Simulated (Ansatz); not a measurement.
```xyz
8

Zn    0.0004   -0.0211   -0.2986
C    -0.0099   -0.0117    1.6186
H     0.0513    1.0049    2.0134
H     0.8371   -0.5803    2.0114
H    -0.9254   -0.4697    2.0016
N     0.0122   -0.1801   -2.1089
H     0.8341    0.1287   -2.6113
H    -0.7999    0.1293   -2.6262
```

Geometry: r2SCAN-D4/def2-TZVP.

Method: RKS PBE0-D4/def2-TZVP in Ansatz 0.2.0.

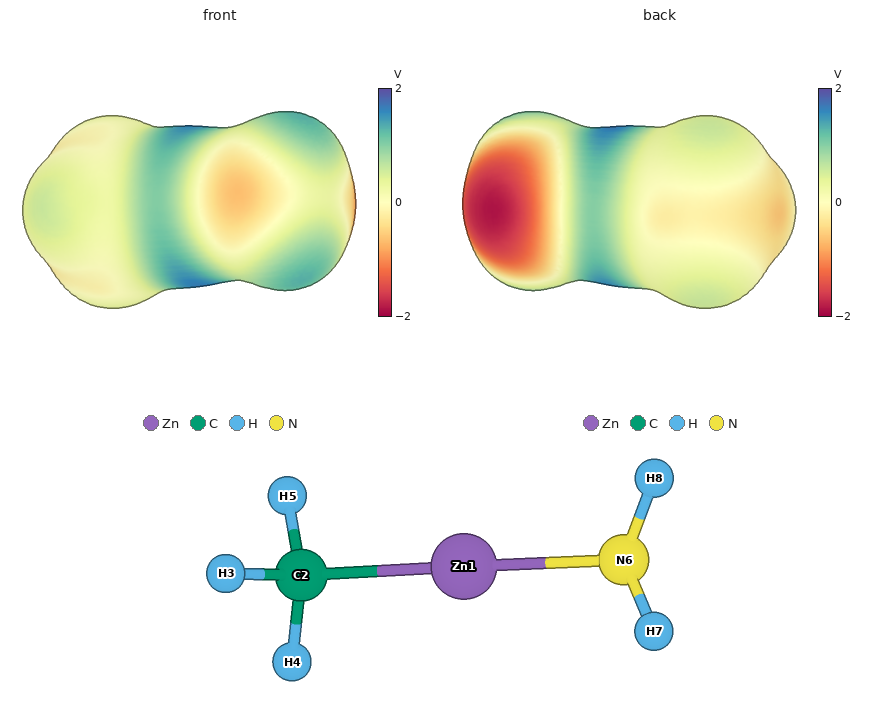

CH5NZn (ZnMe(NH2)). The electrostatic potential painted on the density surface at 0.002 e/bohr³, seen from the front and from behind; the colour scale runs from red (negative) to blue (positive). The bare structure is drawn below in the same view.

**Where is the surface potential most negative and most positive?**

The most negative region (about −1.8 V, or −42 kcal/mol for a unit charge) lies over N6, the most positive (about +1.6 V, or +37 kcal/mol for a unit charge) over Zn1. N6 is the likeliest acceptor of a hydrogen bond.
